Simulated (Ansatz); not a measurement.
**CHClFNSi: density, localisation and related maps**

```xyz
6

N    -1.9994    0.3051    1.4269
C    -1.0567    0.1907    0.7379
Si    0.4090   -0.0014   -0.3806
F     1.5233    1.0769    0.1022
Cl    1.1351   -1.9024   -0.1407
H     0.0308    0.2670   -1.7918
```

Method: UKS PBE/def2-SVP (Ansatz 0.2.0).

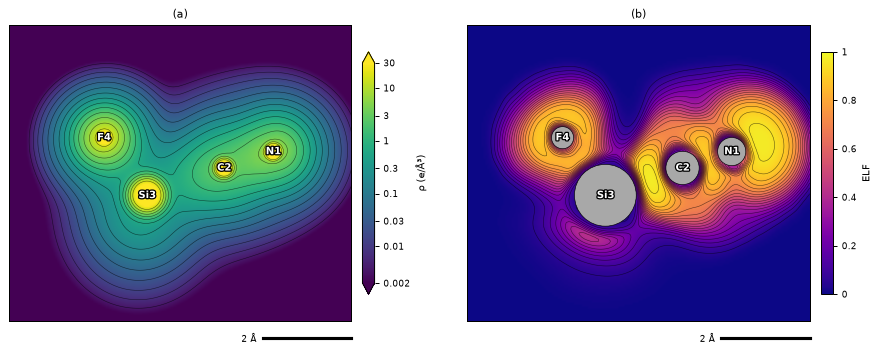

Figure 1. (a) total electron density; (b) ELF on the plane of atoms C2, Si3 and F4. Grey discs cover the atomic cores in the ELF map.

> What do the fields say about this system?

- The section cuts through N, C, Si and F sites.
- C–N (1.17 Å): ρ at the midpoint is about 3.4 e/Å³; the ELF peaks at about 0.85 between the atoms: a multiple bond.
- Si–F (1.62 Å): ρ is about 1 e/Å³ halfway; the ELF peaks at about 0.85 in the valence shell of F, 0.6 Å from its nucleus, and is about 0.45 at the midpoint.
- C–Si (1.85 Å): ρ is about 0.93 e/Å³ halfway; the ELF peaks at about 1 between the atoms: localised, covalent bonding.
- The ELF also peaks beside N1 and F4, away from the bonds: lone-pair regions.

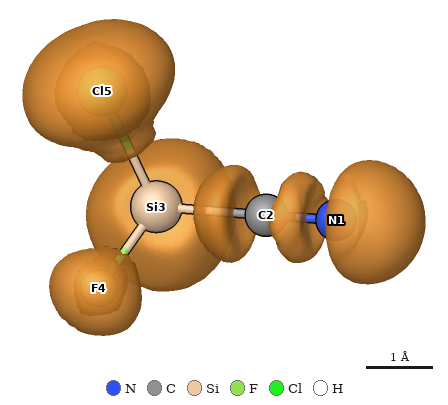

Figure 2. Isosurface of the ELF at 0.8 (orange), seen at a tilt. Core shells and regions of very low density are left out.

> What do the ELF domains correspond to?

The surface consists of one region between bonded C–N atoms (shared pairs), one region between bonded C–Si atoms (shared pairs), one region around a hydrogen nucleus, one region on Cl in which the atom's valence shell and bonds are merged, one lobe on N, pointing away from the bonds (lone pairs) and one region wrapped around F (its lone pairs, merged into a ring or cap).

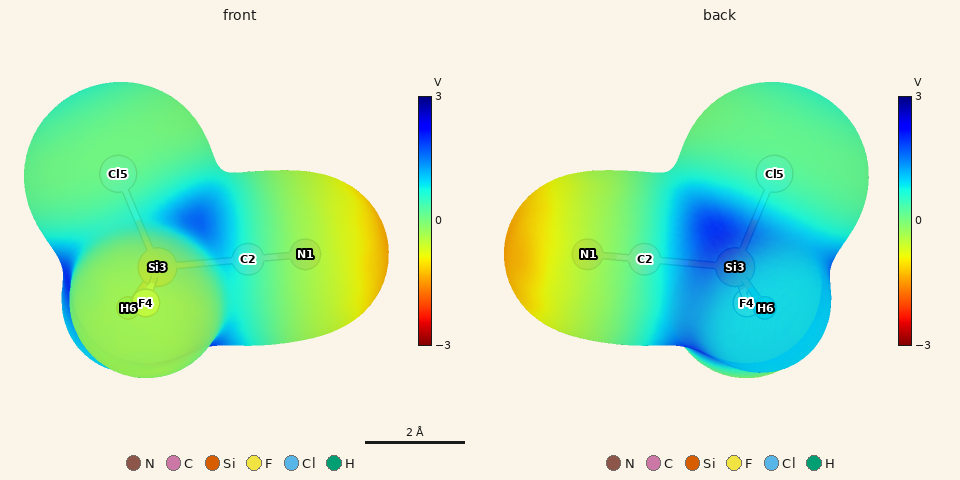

Figure 3. The molecular electrostatic potential painted on the density surface at 0.002 e/bohr³, seen from the front and from behind; the colour scale runs from red (negative) to blue (positive).

> Which sites attract a positive test charge, and which a negative one?

A positive charge is drawn to the negative regions and a negative charge to the positive ones. The most negative region (about −1.4 V) lies over N1, the most positive (about +2.0 V) over Si3. N1 is the likeliest acceptor of a hydrogen bond.

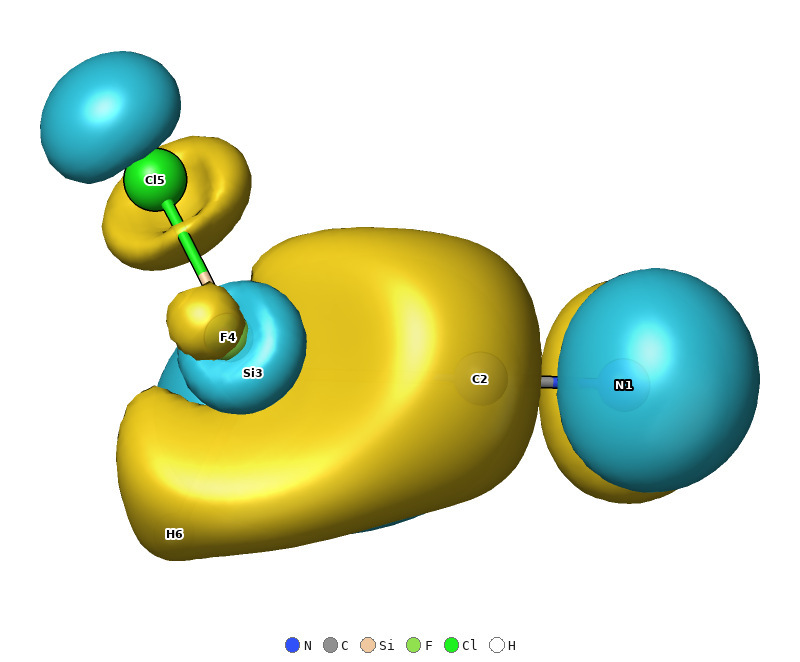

Figure 4. One frontier orbital at ±0.1 Å⁻³ᐟ² (yellow and cyan are the two phases), seen at an oblique angle.

> Which orbital is it: HOMO or LUMO?

The LUMO, at −2.35 eV. It lies mainly on N1 (about 30 %), Si3 (about 30 %), C2 (about 25 %), Cl5 (about 5 %) and F4 (about 5 %).
